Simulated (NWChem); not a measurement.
**C4H4F2 (SMILES C=C(F)C(=C)F): levels of theory compared**

Aim: a comparison of 4 runs (HF/STO-3G, HF/3-21G, B3LYP/6-31G*) of C4H4F2. 

Program for the calculation: NWChem 7.3.0.

## Step 1: The molecule

C4H4F2 has 10 atoms, charge 0, and is taken as a singlet. As SMILES, `C=C(F)C(=C)F`. Geometry: relaxed at PBE0-D4/def2-TZVP. This is one conformer, not always the lowest.

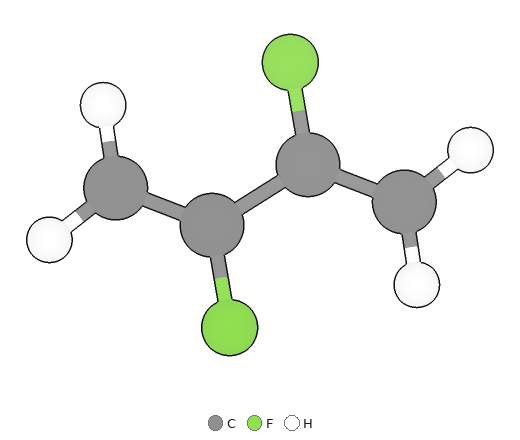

The structure, seen from a chosen angle (carbon grey, fluorine green, hydrogen white).

## Step 2: Energy and gradient at HF/STO-3G (run 1)

File c4h4f2.nw:

```
start c4h4f2
memory total 2200 mb
geometry units au noautosym nocenter noautoz
  C   -0.11980864  -3.36824784   0.96848464
  C    0.74852052  -1.07601006   0.46978591
  F    3.19023564  -0.51173783   0.81088148
  C   -0.71734004   1.05692382  -0.46789619
  C    0.15117809   3.34897264  -0.96735080
  F   -3.15924414   0.49284057  -0.80804689
  H    1.13194595  -4.82692744   1.66125824
  H   -2.09570627  -3.78549937   0.68011243
  H   -1.10019855   4.80727429  -1.66088029
  H    2.12745367   3.76565725  -0.68049038
end
basis spherical bse
  C library STO-3G
  F library STO-3G
  H library STO-3G
end
scf
  thresh 1e-08
  maxiter 80
  print low
end
task scf gradient
```

On the command line:

```bash
$ nwchem c4h4f2.nw > c4h4f2.out
```

Output:

```text
[...]
  functions       =    34
[...]
  wavefunction    = RHF
[...]
         Total SCF energy =   -347.933944561609
      One-electron energy =   -931.383863388666
      Two-electron energy =    357.370520059062
 Nuclear repulsion energy =    226.079398767995
        Time for solution =      2.2s
[...]
                         RHF ENERGY GRADIENTS
    atom               coordinates                        gradient
                 x          y          z           x          y          z
   1 C      -0.119809  -3.368248   0.968485    0.002387  -0.011179   0.003848
   2 C       0.748521  -1.076010   0.469786   -0.015768   0.039957  -0.015126
   3 F       3.190236  -0.511738   0.810881   -0.027197  -0.003574  -0.004610
   4 C      -0.717340   1.056924  -0.467896    0.015764  -0.039985   0.015121
   5 C       0.151178   3.348973  -0.967351   -0.002478   0.011319  -0.003823
   6 F      -3.159244   0.492841  -0.808047    0.027188   0.003562   0.004604
   7 H       1.131946  -4.826927   1.661258    0.002953   0.000180   0.000550
   8 H      -2.095706  -3.785499   0.680112   -0.001201   0.003262  -0.001238
   9 H      -1.100199   4.807274  -1.660880   -0.002873  -0.000274  -0.000539
  10 H       2.127454   3.765657  -0.680490    0.001226  -0.003269   0.001213
[...]
```

It took 3.3 s on 1 thread of Intel Xeon Platinum 8375C at 2.90GHz (Ice Lake), shared host; peak memory 0.099 GiB.

## Step 3: Energy and forces at HF/3-21G (run 2)

File run.py:

```python
from ase import Atoms
from ase.calculators.nwchem import NWChem

system = Atoms('CCFCCFHHHH', positions=[
    [-0.063400, -1.782400, 0.512500],
    [0.396100, -0.569400, 0.248600],
    [1.688200, -0.270800, 0.429100],
    [-0.379600, 0.559300, -0.247600],
    [0.080000, 1.772200, -0.511900],
    [-1.671800, 0.260800, -0.427600],
    [0.599000, -2.554300, 0.879100],
    [-1.109000, -2.003200, 0.359900],
    [-0.582200, 2.543900, -0.878900],
    [1.125800, 1.992700, -0.360100],
])

calc = NWChem(
    label='test',
    theory='scf',
    memory='2200 mb',
    basis='3-21G',
    basispar='spherical bse',
    scf={'nopen': '0', 'rhf': None, 'thresh': '1e-08', 'maxiter': '80'},
)
system.calc = calc

forces = system.get_forces()
print("Total energy (eV):", round(system.get_potential_energy(), 6))
print("forces (eV/A):")
for s, f in zip(system.symbols, forces):
    print(f"{s:2s} {f[0]:10.5f} {f[1]:10.5f} {f[2]:10.5f}")
print("dipole (e A):", system.get_dipole_moment().round(4))
```

On the command line:

```bash
$ export ASE_NWCHEM_COMMAND="nwchem PREFIX.nwi > PREFIX.nwo"
$ python run.py
```

Output:

```text
Total energy (eV): -9543.201652
forces (eV/A):
C    -0.07852    0.67255   -0.21782
C    -1.01008   -1.16728    0.13565
F     1.06516    0.38849    0.10675
C     1.01029    1.16841   -0.13509
C     0.08222   -0.67862    0.21551
F    -1.06469   -0.38803   -0.10691
H    -0.30684    0.33985   -0.16398
H     0.45534    0.04808    0.08181
H     0.30354   -0.33594    0.16409
H    -0.45642   -0.04757   -0.07996
dipole (e A): [ 0.0001 -0.0001 -0.0003]
```

The calculator wrote test.nwi:

```
title "test"

permanent_dir test

scratch_dir test

start test

geometry units angstrom nocenter noautosym noautoz
  C  -6.3399999999999998e-02 -1.7824000000000000e+00 5.1249999999999996e-01
  C  3.9610000000000001e-01 -5.6940000000000002e-01 2.4859999999999999e-01
  F  1.6881999999999999e+00 -2.7079999999999999e-01 4.2909999999999998e-01
  C  -3.7959999999999999e-01 5.5930000000000002e-01 -2.4759999999999999e-01
  C  8.0000000000000002e-02 1.7722000000000000e+00 -5.1190000000000002e-01
  F  -1.6718000000000000e+00 2.6079999999999998e-01 -4.2759999999999998e-01
  H  5.9899999999999998e-01 -2.5543000000000000e+00 8.7909999999999999e-01
  H  -1.1090000000000000e+00 -2.0032000000000001e+00 3.5990000000000000e-01
  H  -5.8220000000000005e-01 2.5438999999999998e+00 -8.7890000000000001e-01
  H  1.1257999999999999e+00 1.9926999999999999e+00 -3.6009999999999998e-01
end

memory 2200 mb

basis spherical bse noprint
   * library 3-21G
end

scf
  nopen 0
  rhf
  thresh 1e-08
  maxiter 80
end

task scf gradient
```

test.nwo:

```text
Northwest Computational Chemistry Package (NWChem) 7.3.0
             --------------------------------------------------------

           Job information
           ---------------

    nwchem branch   = 7.3.0
    use scalapack   = T
    input           = test.nwi
    prefix          = test.
    data base       = test/test.db
    status          = startup
    nproc           =        1

           Memory information
           ------------------

    heap     =     72089594 doubles =      550.0 Mbytes
    stack    =     72089599 doubles =      550.0 Mbytes
    global   =    144179200 doubles =     1100.0 Mbytes (distinct from heap & stack)
    total    =    288358393 doubles =     2200.0 Mbytes
    verify   = yes
    hardfail = no

[... 134 lines left out ...]
 Convergence threshold     :          1.000E-08
[... 13 lines left out ...]
       Final RHF  results
[... 3 lines left out ...]
      One-electron energy =   -931.347398410350
[... 1 line left out ...]
 Nuclear repulsion energy =    226.079415048421
[... 41 lines left out ...]
                       ROHF Final Molecular Orbital Analysis
[... 232 lines left out ...]
                         RHF ENERGY GRADIENTS

    atom               coordinates                        gradient
                 x          y          z           x          y          z
   1 C      -0.119809  -3.368248   0.968485    0.001527  -0.013079   0.004236
   2 C       0.748520  -1.076010   0.469786    0.019643   0.022700  -0.002638
   3 F       3.190235  -0.511738   0.810881   -0.020714  -0.007555  -0.002076
[... 6 lines of this table left out ...]
  10 H       2.127454   3.765657  -0.680490    0.008876   0.000925   0.001555

                 ----------------------------------------
                 |  Time  |  1-e(secs)   |  2-e(secs)   |
                 ----------------------------------------
                 |  CPU   |       0.00   |       0.33   |
                 ----------------------------------------
                 |  WALL  |       0.00   |       0.33   |
                 ----------------------------------------

 Task  times  cpu:        3.0s     wall:        3.0s
 Total times  cpu:        3.0s     wall:        3.0s
```

Run time: 4.2 s. Hardware: 1 thread of Intel Xeon Platinum 8375C at 2.90GHz (Ice Lake), shared host; peak memory 0.098 GiB.

Run 3 isn't shown in full; the table further down has it.

## Step 4: Energy and forces at B3LYP/6-31G(d) (Cartesian functions) (run 4)

File c4h4f2.nw:

```
start c4h4f2
memory total 2200 mb

geometry noautosym nocenter noautoz
C     -0.063400    -1.782400     0.512500
C      0.396100    -0.569400     0.248600
F      1.688200    -0.270800     0.429100
C     -0.379600     0.559300    -0.247600
C      0.080000     1.772200    -0.511900
F     -1.671800     0.260800    -0.427600
H      0.599000    -2.554300     0.879100
H     -1.109000    -2.003200     0.359900
H     -0.582200     2.543900    -0.878900
H      1.125800     1.992700    -0.360100
end

basis "ao basis" cartesian
* library 6-31G*
end

dft
xc b3lyp
grid fine
convergence energy 1e-08
maxiter 100
mulliken
noprint "final vectors analysis"
end

task dft gradient
```

On the command line:

```bash
$ nwchem c4h4f2.nw > c4h4f2.out
```

Output:

```text
[...]
          Wavefunction type:  closed shell.
          No. of atoms     :    10
          No. of electrons :    46
[...]
          Charge           :     0
          Spin multiplicity:     1
[...]
          AO basis - number of functions:    98
[...]
              XC Information
              --------------
                         B3LYP Method XC Potential
                     Hartree-Fock (Exact) Exchange  0.200
                        Slater Exchange Functional  0.800 local
                    Becke 1988 Exchange Functional  0.720 non-local
              Lee-Yang-Parr Correlation Functional  0.810
                  VWN I RPA Correlation Functional  0.190 local
[...]
 d= 0,ls=0.0,diis     1   -354.3413403294 -5.80D+02  1.47D-02  1.14D+00     2.4
[...]
 d= 0,ls=0.0,diis    10   -354.4586573838 -1.95D-09  3.20D-07  2.30D-09    19.3
         Total DFT energy =     -354.458657383756
      One electron energy =     -934.880514437645
           Coulomb energy =      398.461541127366
    Exchange-Corr. energy =      -44.119099121898
 Nuclear repulsion energy =      226.079415048421
[...]
  wavefunction    = closed shell
                         DFT ENERGY GRADIENTS
    atom               coordinates                        gradient
                 x          y          z           x          y          z
   1 C      -0.119809  -3.368248   0.968485    0.003839   0.007351  -0.001357
   2 C       0.748520  -1.076010   0.469786    0.003246  -0.002966   0.001557
   3 F       3.190235  -0.511738   0.810881   -0.011546  -0.002999  -0.001518
   4 C      -0.717340   1.056924  -0.467896   -0.003250   0.002944  -0.001570
   5 C       0.151178   3.348972  -0.967351   -0.003904  -0.007246   0.001371
   6 F      -3.159244   0.492841  -0.808047    0.011539   0.002992   0.001521
   7 H       1.131946  -4.826927   1.661258   -0.000351   0.001526  -0.000532
   8 H      -2.095706  -3.785499   0.680112    0.001380   0.001453  -0.000157
   9 H      -1.100198   4.807274  -1.660880    0.000411  -0.001597   0.000544
  10 H       2.127454   3.765657  -0.680490   -0.001363  -0.001456   0.000141
[...]
```

Wall time 24 s (1 thread of Intel Xeon Platinum 8375C at 2.90GHz (Ice Lake), shared host); peak memory 0.12 GiB.

## Step 5: All runs side by side

```
run                               level  iteration cap  module  energy (Eh)  largest force (eV/Å)  wall time
  1                           HF/STO-3G             80     scf  -347.933945                 2.343      3.3 s
  2                            HF/3-21G             80     scf  -350.706195                 1.551      4.2 s
  3  B3LYP/6-31G* (spherical functions)            100     dft  -354.453986                 0.610       24 s
  4  B3LYP/6-31G* (Cartesian functions)            100     dft  -354.458657                 0.618       24 s
```

## Step 6: Results

```
                       quantity          value
            run 4: total energy  -354.45866 Eh
           run 4: dipole moment         0.00 D
run 4: largest force on an atom     0.618 eV/Å
```

In words: In run 1 the basis is minimal, so the values are rough. All runs together took 55 s, the longest 24 s.
